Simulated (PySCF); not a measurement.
The calculation's input:

```
{"job": {"kind": "nmr", "xc": "PBE0", "basis": "pcSseg-1"}, "charge": 0, "multiplicity": 1}
C     -2.177569    -1.832111    -0.033161
C     -1.711445    -0.421366    -0.041618
N     -2.509260     0.531575    -0.465963
C     -2.019813     1.775189    -0.454917
N     -0.821726     2.123979    -0.063899
N     -0.008630     1.192039     0.371432
C     -0.405220    -0.067660     0.399414
O      0.435270    -0.974106     0.833246
Si     1.983502    -0.545027     1.327109
Si     2.938979     0.804131    -0.280030
H     -1.549888    -2.429238    -0.693550
H     -2.082683    -2.245513     0.969765
H     -3.211016    -1.878536    -0.363163
H     -2.674127     2.561634    -0.800972
H      2.424429    -1.928778     1.516718
H      1.810025     0.059460     2.651835
H      2.896921     2.226316     0.050850
H      2.318973     0.622946    -1.600282
H      4.353474     0.434317    -0.447591
```

Command:

```sh
OMP_NUM_THREADS=1 python probes_run.py task.json out
```

Geometry: GFN2-xTB.

Method: PBE0/pcSseg-1, SCF density, gas phase, non-relativistic (PySCF).

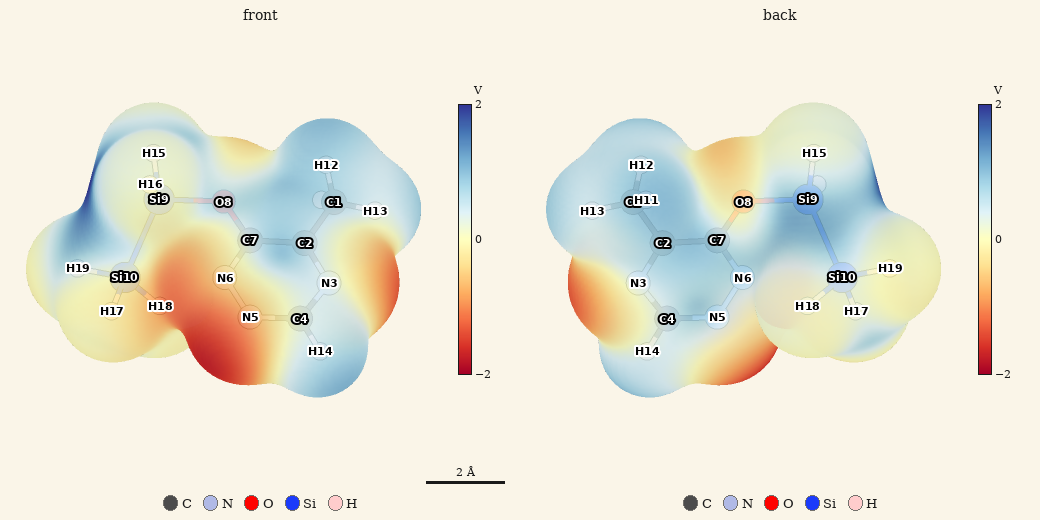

C$_{4}$H$_{9}$N$_{3}$OSi$_{2}$ (SMILES Cc1ncnnc1O[SiH2][SiH3]). The electrostatic potential painted on the density surface at 0.002 e/bohr³, seen from the front and from behind; red is negative and blue positive.

### Describe the electrostatic potential map.

The most negative region (about −1.7 V) lies over N5, the most positive (about +1.9 V) over Si9. N5 is the likeliest acceptor of a hydrogen bond.

### How polar is the molecule by this calculation?

Its dipole moment is 2.13 D.
